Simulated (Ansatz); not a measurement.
**Lattice dynamics of Cs3As (model cell, started as anti-ReO3 type)**

Aim: the vibrations of Cs3As (model cell, started as anti-ReO3 type), their spectra, and whether the structure is stable.

Method: DFT PBEsol, scalar-relativistic, plane waves, PAW, in Ansatz 0.2.0.

The structure was built from a prototype and need not be the compound's stable phase.

### 1. The structure

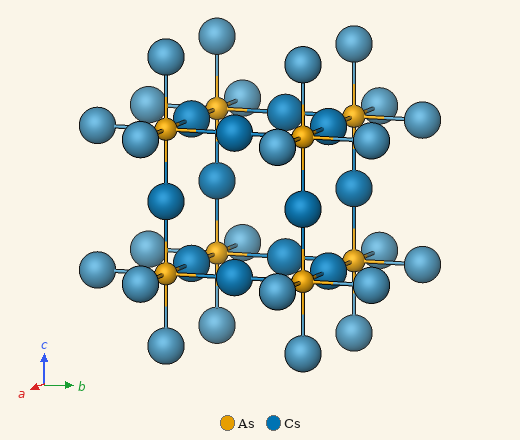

The cell as given, slightly off an axis (arsenic orange, caesium blue). Some periodic images of atoms are drawn too.

### 2. Bringing the structure to rest

Harmonic phonons are second derivatives at a point where the forces vanish, and they are wanted at zero stress, so atoms and cell are relaxed first.

The input, input.yaml:

```yaml
crystal:
  lattice:
    - [6.696, 0.0, 0.0]
    - [0.0, 6.696, 0.0]
    - [0.0, 0.0, 6.696]
  atoms:
    - { symbol: As, position: [0.0, 0.0, 0.0] }
    - { symbol: Cs, position: [0.5, 0.0, 0.0] }
    - { symbol: Cs, position: [0.0, 0.5, 0.0] }
    - { symbol: Cs, position: [0.0, 0.0, 0.5] }
kpoints:
  mp_grid: { grid: [6, 6, 6] }
hamiltonian:
  xc: pbesol
scf:
  occupations: { method: gaussian, width: 0.1 }
output:
  forces: true
  stress: true
  eigenvalues: true
relax:
  adjacent_minimum: "off"
  f_tol: 0.005
  max_steps: 80
  cell: { stress_tol: 0.05 }
```

Launch:

```sh
ansatz run input.yaml --threads 4 --pin off --max-ram 7168MiB --backend cpu --events-out ev --progress --plain --runs-dir out
```

Numbers of over 12 decimals in the logs are rounded to 6 here.

Log:

```text
Engine: ansatz 0.2.0, aarch64-unknown-linux-gnu
Pseudopotentials: kind: paw
Pseudopotential: As, paw, valence charge 15, recommended cutoff 420 eV (normal), As.paw.azcp
Pseudopotential: Cs, paw, valence charge 9, recommended cutoff 420 eV (normal), Cs.paw.azcp
Functional definition: PBEsol
  exchange = pbesol_x
  correlation = pbesol_c
Crystal: 4 atoms, lattice volume = 300.225 Å³
Basis set: ecut = 420 eV, 5887 PW (Γ), exchange–correlation on 90×90×90 points (8 copies of the dense FFT grid, shifted against one another)
Bands: 26, of which v1, the nominal top of the filled ones, is band 21 counted from 1 (20 counted from 0)
Symmetry: 48 space group operations
Space group: Pm-3m (ITA 221), of the structure as read, at distance tolerance 6.7e-5 Å
k-points: 20 of 216
Non-local potential: As, projectors of the file, l = 0: 2, l = 1: 2, l = 2: 3, l = 3: 1
Non-local potential: Cs, projectors of the file, l = 0: 3, l = 1: 2, l = 2: 2, l = 3: 2
PAW form: soft (Blöchl's): semilocal exchange-correlation on the pseudo side does not see the compensation charge
PAW frozen core: As, regenerated for the run's functional, and the local potential with it (the file was generated under x = pbe(κ = 0.804, μ = 0.219515), c = pbe(β = 0.066725))
PAW frozen core: Cs, regenerated for the run's functional, and the local potential with it (the file was generated under x = pbe(κ = 0.804, μ = 0.219515), c = pbe(β = 0.066725))
PAW one-centre angular grid: As, 590 points (default); XC on 64 Gauss nodes
PAW one-centre angular grid: Cs, 194 points (default); XC on 64 Gauss nodes
Initial density: superposition of atomic densities (neutral atoms: chi_scale 0, normalization atom), corrected by the library's trained network
Initial wavefunctions: pseudopotential atomic-orbital guess
Functional: x = pbesol(κ = 0.804, μ = 0.123457), c = pbesol(β = 0.046)
SCF iter   1: F=—  HF=-21570.763792 eV  |F-HF|=—  |Δ(HF+E_count)|=         —  Δρ=3.41e-3  dr2=1.71e-1  ethr=1.77e-3  ⟨swp⟩=8.8  Hψ=2570  notcnv=0
preconditioner: auto → LDOS  [metal: Δε(μ)=0.042 eV  Ē_g=8.967 eV  σ=0.100 eV  W_gap=0.23  n_scr=32 (ndim 8)  ℏωp=10.9 eV  f_vac=0.337  D(μ)=6.18/eV (n_scr^D=32)  β→1.0]
SCF iter   2: F=—  HF=-21570.744930 eV  |F-HF|=—  |Δ(HF+E_count)|=   1.89e-2  Δρ=1.71e-3  dr2=4.09e-2  ethr=4.06e-4  ⟨swp⟩=1.1  Hψ=683  notcnv=0
SCF iter   3: F=—  HF=-21570.740162 eV  |F-HF|=—  |Δ(HF+E_count)|=   4.77e-3  Δρ=4.68e-4  dr2=1.49e-3  ethr=9.74e-5  ⟨swp⟩=2.0  Hψ=923  notcnv=0
SCF iter   4: F=—  HF=-21570.738710 eV  |F-HF|=—  |Δ(HF+E_count)|=   1.45e-3  Δρ=2.07e-4  dr2=3.73e-4  ethr=3.55e-6  ⟨swp⟩=2.0  Hψ=946  notcnv=0
SCF iter   5: F=—  HF=-21570.738654 eV  |F-HF|=—  |Δ(HF+E_count)|=   5.61e-5  Δρ=4.89e-5  dr2=1.33e-5  ethr=8.89e-7  ⟨swp⟩=2.0  Hψ=939  notcnv=0
SCF iter   6: F=—  HF=-21570.738643 eV  |F-HF|=—  |Δ(HF+E_count)|=   1.07e-5  Δρ=1.18e-5  dr2=9.12e-7  ethr=3.17e-8  ⟨swp⟩=2.6  Hψ=887  notcnv=0
SCF iter   7: F=-21570.738644 eV  HF=-21570.738644 eV  |F-HF|=5.64e-10  |Δ(HF+E_count)|=   7.98e-7  Δρ=2.41e-6  dr2=8.17e-8  ethr=2.38e-10  ⟨swp⟩=8.1  Hψ=2577  notcnv=0
SCF 1 converged in 7 iterations: F = -21570.738644 eV  dr2 = 8.17e-8
  greatest PAW one-centre occupation: 0.999 electrons in one spin orbital (limit 2), on the As atom at site 0 (counted from 0), in its partial waves of l = 2
relax step   1: F+E_penalty+E_count = -21570.73864413 eV  Δ(F+E_penalty+E_count) = +0.000e0 eV  max|allowed force component| = 2.777e-30 eV/Å  Δτ_max = 0.0000 Å  P = +1.299 GPa  Ω = 300.225 Å³  (7 SCF iters, dr2 threshold 1.00e-7 eV, accepted)
Crystal: 4 atoms, lattice volume = 318.126 Å³
Basis set: ecut = 420 eV, 6235 PW (Γ), exchange–correlation on 90×90×90 points (8 copies of the dense FFT grid, shifted against one another)
Initial density: handed on by an earlier stage of this run
Initial wavefunctions: those handed on with the density
iter 1 solved again at ethr=6.30e-6 eV; its pass at ethr=3.10e-3 eV (dr2=2.65e-3 eV) is discarded
SCF iter   1: F=—  HF=-21570.854416 eV  |F-HF|=—  |Δ(HF+E_count)|=         —  Δρ=8.07e-4  dr2=2.91e-3  ethr=6.30e-6  ⟨swp⟩=2.1  Hψ=3184  notcnv=0
preconditioner: auto → LDOS  [metal: Δε(μ)=0.017 eV  Ē_g=8.963 eV  σ=0.100 eV  W_gap=0.10  n_scr=32 (ndim 8)  ℏωp=10.6 eV  f_vac=0.343  D(μ)=5.58/eV (n_scr^D=26)  β→1.0]
SCF iter   2: F=—  HF=-21570.853613 eV  |F-HF|=—  |Δ(HF+E_count)|=   8.03e-4  Δρ=2.51e-4  dr2=1.10e-3  ethr=6.30e-6  ⟨swp⟩=2.0  Hψ=946  notcnv=0
SCF iter   3: F=—  HF=-21570.853528 eV  |F-HF|=—  |Δ(HF+E_count)|=   8.45e-5  Δρ=9.32e-5  dr2=1.70e-4  ethr=2.61e-6  ⟨swp⟩=2.0  Hψ=939  notcnv=0
SCF iter   4: F=—  HF=-21570.853537 eV  |F-HF|=—  |Δ(HF+E_count)|=   9.03e-6  Δρ=9.12e-5  dr2=1.43e-4  ethr=4.05e-7  ⟨swp⟩=2.0  Hψ=941  notcnv=0
SCF iter   5: F=—  HF=-21570.853491 eV  |F-HF|=—  |Δ(HF+E_count)|=   4.62e-5  Δρ=2.43e-5  dr2=8.02e-6  ethr=3.40e-7  ⟨swp⟩=2.0  Hψ=940  notcnv=0
SCF iter   6: F=-21570.853490 eV  HF=-21570.853490 eV  |F-HF|=3.84e-8  |Δ(HF+E_count)|=   4.78e-7  Δρ=3.53e-6  dr2=1.50e-7  ethr=9.52e-10  ⟨swp⟩=5.5  Hψ=2467  notcnv=0
SCF 2 converged in 6 iterations: F = -21570.853490 eV  dr2 = 1.50e-7
relax step   2: F+E_penalty+E_count = -21570.85349040 eV  Δ(F+E_penalty+E_count) = -1.148e-1 eV  max|allowed force component| = 2.058e-29 eV/Å  Δτ_max = 0.0000 Å  P = +0.781 GPa  Ω = 318.126 Å³  energy of the carried Pulay correction = -1.963e-4 eV  (6 SCF iters, dr2 threshold 4.00e-7 eV, accepted)
Crystal: 4 atoms, lattice volume = 349.519 Å³
Basis set: ecut = 420 eV, 6859 PW (Γ), exchange–correlation on 90×90×90 points (8 copies of the dense FFT grid, shifted against one another)
iter 1 solved again at ethr=2.52e-5 eV; its pass at ethr=3.10e-3 eV (dr2=1.06e-2 eV) is discarded
SCF iter   1: F=—  HF=-21570.938807 eV  |F-HF|=—  |Δ(HF+E_count)|=         —  Δρ=1.37e-3  dr2=1.10e-2  ethr=2.52e-5  ⟨swp⟩=3.0  Hψ=3508  notcnv=0
preconditioner: auto → LDOS  [metal: Δε(μ)=0.037 eV  Ē_g=8.966 eV  σ=0.100 eV  W_gap=0.20  n_scr=32 (ndim 8)  ℏωp=10.1 eV  f_vac=0.374  D(μ)=4.87/eV (n_scr^D=26)  β→1.0]
SCF iter   2: F=—  HF=-21570.937613 eV  |F-HF|=—  |Δ(HF+E_count)|=   1.19e-3  Δρ=4.60e-4  dr2=4.75e-3  ethr=2.52e-5  ⟨swp⟩=2.7  Hψ=832  notcnv=0
SCF iter   3: F=—  HF=-21570.937348 eV  |F-HF|=—  |Δ(HF+E_count)|=   2.66e-4  Δρ=1.64e-4  dr2=7.20e-4  ethr=1.13e-5  ⟨swp⟩=2.0  Hψ=923  notcnv=0
SCF iter   4: F=—  HF=-21570.937509 eV  |F-HF|=—  |Δ(HF+E_count)|=   1.61e-4  Δρ=1.57e-4  dr2=3.92e-4  ethr=1.72e-6  ⟨swp⟩=2.0  Hψ=946  notcnv=0
SCF iter   5: F=—  HF=-21570.937288 eV  |F-HF|=—  |Δ(HF+E_count)|=   2.21e-4  Δρ=3.74e-5  dr2=1.65e-5  ethr=9.33e-7  ⟨swp⟩=2.0  Hψ=945  notcnv=0
SCF iter   6: F=-21570.937293 eV  HF=-21570.937293 eV  |F-HF|=1.27e-7  |Δ(HF+E_count)|=   4.79e-6  Δρ=5.58e-6  dr2=3.75e-7  ethr=9.52e-10  ⟨swp⟩=8.1  Hψ=3088  notcnv=0
SCF 3 converged in 6 iterations: F = -21570.937293 eV  dr2 = 3.75e-7
relax step   3: F+E_penalty+E_count = -21570.93729309 eV  Δ(F+E_penalty+E_count) = -8.380e-2 eV  max|allowed force component| = 1.275e-29 eV/Å  Δτ_max = 0.0000 Å  P = +0.121 GPa  Ω = 349.519 Å³  energy of the carried Pulay correction = -5.146e-4 eV  (6 SCF iters, dr2 threshold 4.00e-7 eV, accepted)
[...]
relax step   4: F+E_penalty+E_count = -21570.93995018 eV  Δ(F+E_penalty+E_count) = -2.657e-3 eV  max|allowed force component| = 1.370e-30 eV/Å  Δτ_max = 0.0000 Å  P = +0.015 GPa  Ω = 355.975 Å³  energy of the carried Pulay correction = -5.763e-4 eV  (6 SCF iters, dr2 threshold 3.68e-8 eV, accepted)
Basis set: ecut = 420 eV, 6979 PW (Γ), exchange–correlation on 96×96×96 points (8 copies of the dense FFT grid, shifted against one another)
Initial wavefunctions: pseudopotential atomic-orbital guess (no wavefunctions were taken with the density)
iter 1 solved again at ethr=2.04e-7 eV; its pass at ethr=3.10e-3 eV (dr2=8.57e-5 eV) is discarded
SCF iter   1: F=—  HF=-21570.941376 eV  |F-HF|=—  |Δ(HF+E_count)|=         —  Δρ=6.20e-5  dr2=1.99e-6  ethr=2.04e-7  ⟨swp⟩=4.2  Hψ=4133  notcnv=0
preconditioner: auto → LDOS  [metal: Δε(μ)=0.035 eV  Ē_g=8.961 eV  σ=0.100 eV  W_gap=0.20  n_scr=32 (ndim 8)  ℏωp=10.0 eV  f_vac=0.363  D(μ)=4.90/eV (n_scr^D=26)  β→1.0]
SCF iter   2: F=—  HF=-21570.941532 eV  |F-HF|=—  |Δ(HF+E_count)|=   1.56e-4  Δρ=5.77e-6  dr2=1.09e-7  ethr=4.74e-9  ⟨swp⟩=2.0  Hψ=947  notcnv=0
SCF iter   3: F=—  HF=-21570.941532 eV  |F-HF|=—  |Δ(HF+E_count)|=   4.29e-7  Δρ=3.68e-6  dr2=8.58e-8  ethr=2.59e-10  ⟨swp⟩=2.1  Hψ=949  notcnv=0
SCF iter   4: F=—  HF=-21570.941532 eV  |F-HF|=—  |Δ(HF+E_count)|=   3.74e-8  Δρ=1.07e-6  dr2=8.14e-9  ethr=2.04e-10  ⟨swp⟩=2.0  Hψ=945  notcnv=0
SCF iter   5: F=—  HF=-21570.941532 eV  |F-HF|=—  |Δ(HF+E_count)|=   5.29e-9  Δρ=1.36e-7  dr2=4.93e-10  ethr=1.94e-11  ⟨swp⟩=2.0  Hψ=945  notcnv=0
SCF iter   6: F=-21570.941532 eV  HF=-21570.941532 eV  |F-HF|=2.18e-11  |Δ(HF+E_count)|=  6.55e-11  Δρ=5.35e-8  dr2=2.34e-11  ethr=1.00e-12  ⟨swp⟩=5.3  Hψ=2443  notcnv=0
SCF 5 converged in 6 iterations: F = -21570.941532 eV  dr2 = 2.34e-11
relax step   5: F+E_penalty+E_count = -21570.94153182 eV  Δ(F+E_penalty+E_count) = -1.582e-3 eV  max|allowed force component| = 8.371e-31 eV/Å  Δτ_max = 0.0000 Å  P = +0.024 GPa  Ω = 355.975 Å³  stress off target by 2.39e-2 GPa  SCF on the basis re-selected at this cell (its energy is not comparable with the rows above)  (6 SCF iters)
basis re-selected at this cell: Δ(F+E_penalty+E_count) = -1.582e-3 eV, ΔP = +0.009 GPa vs the last step (what re-selecting the basis moved, of the pressure what is left beyond the Pulay correction that the steps carried, after the strain that the cell walked since its last selection, with what the two solves' SCF thresholds leave and, on support functions, any second-order correction that the steps lacked; it is no measure of the basis error at this ecutwfc). The dense FFT grid was sized anew with the basis: this SCF ran on 48×48×48 points, the steps before it on 45×45×45, so part of this shift can come from that change (see relax.cell in the input reference). [rest of the remark cut]
SCF converged after 6 iterations
Free energy (F): -21570.941532 eV
Harris-Foulkes:  -21570.941532 eV  (|F-HF|=2.18e-11)
Internal energy: -21570.917007 eV  (E = F + TS)
E sigma→0 (E₀):  -21570.929269 eV
Entropy (-TS):   -0.024525 eV (-6.131 meV/atom)
Fermi energy:    2.417234 eV
--- Per-component energies (eV) ---
  E_band       = -573.222949
  E_kinetic    = 529.510966
  E_local      = -4707.318966  (includes V_loc(G=0)·N_el)
  E_nonlocal   = -574.782910
  E_hartree    = 2234.525711
  E_xc         = -595.304602
  E_vxc        = -455.674015  (∫ρ·V_xc dr)
  E_paw        = -16743.440307  (= ΣΔE_a)
  E_vpaw       = 165.990198  (= ΣTr[D̂ρ^β])
  E_aug_tail   = 0.000004  (compensation charges beyond the density's cutoff)
  E_ewald      = -1715.505813
  E_core_change = 1.398909  (= ΣΔE_core)
  E_smearing   = -0.024525  (= −TS)
  E_closure    = -0.000000  (closes the sum)
  Σ components = -21570.941532   (vs F -21570.941532, Δ=0.00e0)
--- Forces (eV/Å), atoms counted from 1 ---
  atom   1  As    -0.00000000     0.00000000    -0.00000000
  atom   2  Cs     0.00000000     0.00000000    -0.00000000
  atom   3  Cs    -0.00000000    -0.00000000    -0.00000000
  atom   4  Cs    -0.00000000     0.00000000     0.00000000
  max |Σ_I F_I| component: 8.59e-31 eV/Å
--- Stress (GPa, compression-positive) ---
        0.023896       0.000000       0.000000
        0.000000       0.023896       0.000000
        0.000000       0.000000       0.023896
  P = ⅓ Tr σ = 0.0239 GPa (0.239 kbar)
--- Band table (eV; the first three rows and the last of 20) ---
  k-point 0: bands = [... 17 lower, -6.3868, 1.7291, 2.4804, 2.4804, 2.4804, 3.6973, 3.6973, 4.3014, ... 1 higher]
  k-point 1: bands = [... 17 lower, -6.2536, 1.7621, 2.2933, 2.4447, 2.4447, 3.6245, 3.8224, 4.3325, ... 1 higher]
  k-point 2: bands = [... 17 lower, -6.0363, 1.5965, 2.3268, 2.3799, 2.3799, 3.2588, 4.1586, 4.3607, ... 1 higher]
  k-point 19: bands = [... 17 lower, -5.4361, 1.2921, 1.2921, 1.2921, 3.0748, 4.1609, 4.1609, 4.1609, ... 1 higher]
--- Relaxed structure (4 steps of the walk, 4 accepted, 1 SCFs on fresh bases) ---
  F+E_penalty+E_count = -21570.94153182 eV   max|allowed force component| = 8.371e-31 eV/Å   (the final SCF, on the basis selected at the relaxed cell)
  cell:  # Å, volume = 355.9754 Å³
    - [7.087178, 0, 0]
    - [0, 7.087178, 0]
    - [0, 0, 7.087178]
  atoms:
    - { symbol: As, position: [0, 0, 0] }
    - { symbol: Cs, position: [0.5, 0, 0] }
    - { symbol: Cs, position: [0, 0.5, 0] }
    - { symbol: Cs, position: [0, 0, 0.5] }
```

The job ended after 12 s (4 threads of Arm Neoverse V2, shared host; peak memory 0.73 GiB).

Step by step:

```csv
step,energy less that of the first step (eV),largest force component (eV/Å),pressure (GPa),volume (Å³)
1,0.0000,0.0000,1.30,300.22
2,-0.1148,0.0000,0.78,318.13
3,-0.1986,0.0000,0.12,349.52
4,-0.2013,0.0000,0.02,355.98
5*,-0.2029,0.0000,0.02,355.98
```

Relaxation steps marked * repeat the geometry before them on a plane-wave basis chosen anew for their cell, so energy and pressure can jump there.

Forces are held to the 48 operations that the run works with; a distortion that breaks them can't arise in this run.

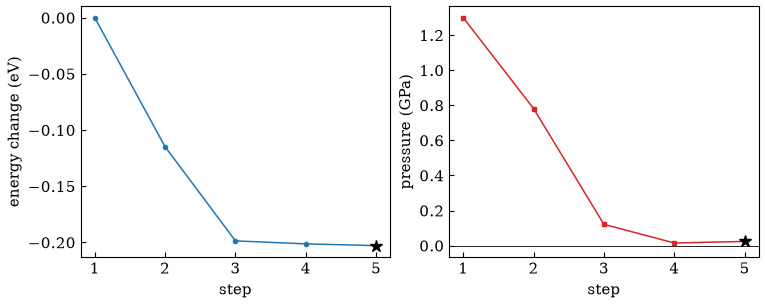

Energy and pressure along the relaxation. Stars mark steps on a basis chosen anew.

```csv
"conventional cell, symmetrised",before,after,change
a (Å),6.696,7.087,+5.8 %
b (Å),6.696,7.087,+5.8 %
c (Å),6.696,7.087,+5.8 %
volume (Å³/atom),75.06,88.99,+18.6 %
```

The relaxed structure:

```xyz
4
Lattice="7.0872 0.0000 0.0000 0.0000 7.0872 0.0000 0.0000 0.0000 7.0872" Properties=species:S:1:pos:R:3 pbc="T T T"
As    0.0000    0.0000    0.0000
Cs    3.5436    0.0000    0.0000
Cs    0.0000    3.5436    0.0000
Cs    0.0000    0.0000    3.5436
```

This step gave:

```yaml
pressure: 0.02390 GPa
volume_per_atom: 88.99 Å³
gap_on_the_k_mesh: 0 eV
```

In this step the volume went from 75.06 to 88.99 Å³/atom.

### 3. Relaxation

The relaxation is repeated from its end on the same settings, as a check that it has come to rest.

input.yaml, the sections that differ from step 2:

```yaml
crystal:
  lattice:
    - [7.0871778508, 0.0, 0.0]
    - [0.0, 7.0871778508, 0.0]
    - [0.0, 0.0, 7.0871778508]
  atoms:
    - { symbol: As, position: [0.0, 0.0, 0.0] }
    - { symbol: Cs, position: [0.5, 0.0, 0.0] }
    - { symbol: Cs, position: [0.0, 0.5, 0.0] }
    - { symbol: Cs, position: [0.0, 0.0, 0.5] }
output:
  forces: true
  stress: true
  eigenvalues: true
  write_density: true
  write_potential: true
  elf: true
  volumetric_format: npy
# kpoints, hamiltonian, scf, relax: as in step 2
```

Log:

```text
[...]
Crystal: 4 atoms, lattice volume = 355.975 Å³
Basis set: ecut = 420 eV, 6979 PW (Γ), exchange–correlation on 96×96×96 points (8 copies of the dense FFT grid, shifted against one another)
Bands: 26, of which v1, the nominal top of the filled ones, is band 21 counted from 1 (20 counted from 0)
Symmetry: 48 space group operations
[...]
k-points: 20 of 216
[...]
--- Relaxed structure (1 steps of the walk, 1 accepted, 1 SCFs on fresh bases) ---
[...]
cell:  # Å, volume = 355.9754 Å³
    - [7.0871778508, 0.0, 0.0]
    - [0.0, 7.0871778508, 0.0]
    - [0.0, 0.0, 7.0871778508]
  atoms:
    - { symbol: As, position: [0.0, 0.0, 0.0] }
    - { symbol: Cs, position: [0.5, 0.0, 0.0] }
    - { symbol: Cs, position: [0.0, 0.5, 0.0] }
    - { symbol: Cs, position: [0.0, 0.0, 0.5] }
[key lines of the parts left out:]
SCF converged after 6 iterations
Free energy (F): -21570.941532 eV
Fermi energy:    2.417230 eV
P = ⅓ Tr σ = 0.0239 GPa (0.239 kbar)
```

Wall time 6.5 s (4 threads); peak memory 0.73 GiB.

Little changed from the start: no atom moved by 0.005 Å and no cell edge by 0.1 %.

Numbers from this step:

```yaml
pressure: 0.02389 GPa
```

In this step the volume went from 88.99 to 88.99 Å³/atom.

### 4. Relaxing to small forces for the phonons

Phonons need a cell at rest on their own settings, so the relaxation is repeated with tight tolerances on forces and stress on the k mesh and occupations of the first response run.

input.yaml, the sections that differ from step 3:

```yaml
scf:
  occupations: { method: methfessel_paxton, width: 0.15 }
output:
  forces: true
  stress: true
  eigenvalues: true
relax:
  adjacent_minimum: "off"
  f_tol: 0.001
  max_steps: 60
  cell: { stress_tol: 0.01 }
# crystal, kpoints, hamiltonian: as in step 3
```

Log:

```text
[...]
Crystal: 4 atoms, lattice volume = 355.975 Å³
Basis set: ecut = 420 eV, 6979 PW (Γ), exchange–correlation on 96×96×96 points (8 copies of the dense FFT grid, shifted against one another)
Bands: 26, of which v1, the nominal top of the filled ones, is band 21 counted from 1 (20 counted from 0)
Symmetry: 48 space group operations
[...]
k-points: 20 of 216
[...]
--- Relaxed structure (3 steps of the walk, 3 accepted, 1 SCFs on fresh bases) ---
[...]
cell:  # Å, volume = 357.7262 Å³
    - [7.098778, 0, 0]
    - [0, 7.098778, 0]
    - [0, 0, 7.098778]
  atoms:
    - { symbol: As, position: [0, 0, 0] }
    - { symbol: Cs, position: [0.500000, 0, 0] }
    - { symbol: Cs, position: [0, 0.500000, 0] }
    - { symbol: Cs, position: [0, 0, 0.500000] }
[key lines of the parts left out:]
SCF converged after 6 iterations
Free energy (F): -21570.931277 eV
Fermi energy:    2.398659 eV
P = ⅓ Tr σ = 0.0000 GPa (0.000 kbar)
```

Wall time 11 s (4 threads); peak memory 0.73 GiB.

(Continued in part 2 of 2.)

[Logs are printed without paths, hosts, clocks, repeated set-up lines and the standing remarks that a program may print on its own settings, such as how far it seeks lower states.]

[Hosts, paths, dates, database ids (printed as entryN), source tags and the programs' standing remarks are cut or masked in the printed files.]
